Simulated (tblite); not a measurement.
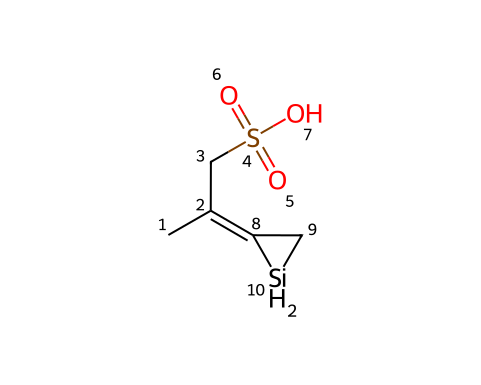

A structural formula, with wedges where it has stereocentres; small numbers name the atoms. The configuration is that of a computed structure (GFN2-xTB).

What are the Cahn–Ingold–Prelog descriptors?

C2=C8: E.
